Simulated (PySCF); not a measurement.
Input

```
{"job": {"kind": "nmr", "xc": "PBE0", "basis": "pcSseg-1"}, "charge": 0, "multiplicity": 1}
C     -2.018836    -0.056674    -1.490243
N     -1.001947    -0.530765    -0.577493
C     -1.592632    -1.147116     0.585426
C     -0.014764     0.494606    -0.240705
Si    -0.561562     1.905987     0.939915
Si     1.584640    -0.397223     0.335742
N      1.743278    -1.948063    -0.400811
P      3.350462     0.845335    -0.293055
H     -2.662417     0.721167    -1.052727
H     -2.647481    -0.897080    -1.786776
H     -1.542012     0.347761    -2.382150
H     -0.803715    -1.526556     1.230507
H     -2.218356    -0.450007     1.165015
H     -2.215579    -1.983476     0.265546
H      0.244217     0.976606    -1.192372
H      0.448669     2.958673     0.846602
H     -1.859177     2.468897     0.556201
H     -0.651517     1.421246     2.319314
H      1.575544    -0.632740     1.793036
H      2.515880    -2.126697    -1.021395
H      0.902674    -2.375753    -0.755126
H      3.170290     1.810807     0.677629
H      4.249588     0.148051     0.487999
```

Command:

```sh
OMP_NUM_THREADS=1 python probes_run.py task.json out
```

Geometry: GFN2-xTB.

The calculation used PBE0/pcSseg-1, SCF density, gas phase, non-relativistic (PySCF).

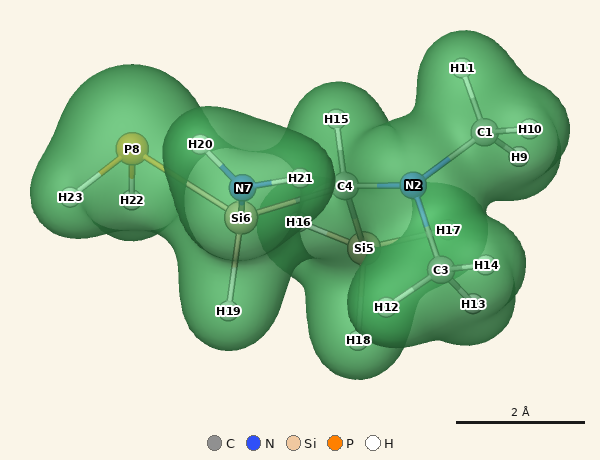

C₃H₁₅N₂PSi₂. Isosurface of the total electron density at 0.2 e/Å³ (green), seen from one side.

### What does this surface tell about the bonding?

At this value the surface is in one piece. It bridges the sampled C–N (1.44 Å), Si–N (1.72 Å), C–Si (1.92 Å) and Si–P (2.25 Å) contacts, where the density stays above the isovalue. On the grid the lowest density along these lines, outside the cores, is 1.9 e/Å³ (C–N, 1.44 Å), 0.92 e/Å³ (Si–N, 1.72 Å), 0.75 e/Å³ (C–Si, 1.92 Å) and 0.65 e/Å³ (Si–P, 2.25 Å).
